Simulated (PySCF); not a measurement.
SMILES NCN (CH₆N₂), B3LYP/def2-SVP optimised geometry. Atoms within 1.6 Å of the plane z = 0.0 Å (x, y, z in Å): N1 (1.34, -0.56, 0.00), C2 (-0.11, -0.56, 0.00), N3 (-0.70, 0.78, 0.00), H4 (1.67, 0.09, 0.72), H5 (1.70, -0.20, -0.89), H6 (-0.46, -1.07, 0.92), H7 (-0.43, -1.20, -0.85), H8 (-0.65, 1.20, -0.93), H9 (-1.70, 0.73, 0.24).

Level of theory: B3LYP/def2-TZVP run with PySCF. Cells within 0.4 Å of a nucleus heavier than hydrogen are left out (blank, or x).

Map of the HOMO amplitude (bohr^(-3/2)), clipped to [-0.25, 0.25] on the plane z = 0.0 Å; orbital energy -6.71 eV, overall sign arbitrary:

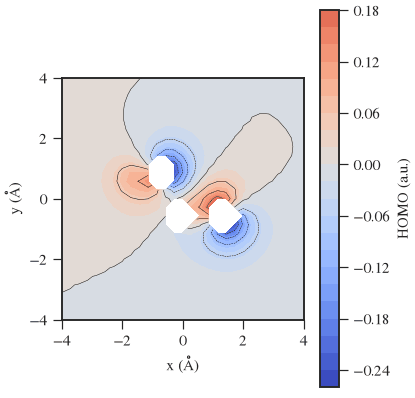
*HOMO amplitude (bohr^(-3/2)), clipped to [-0.25, 0.25] on the plane z = 0.0 Å.*
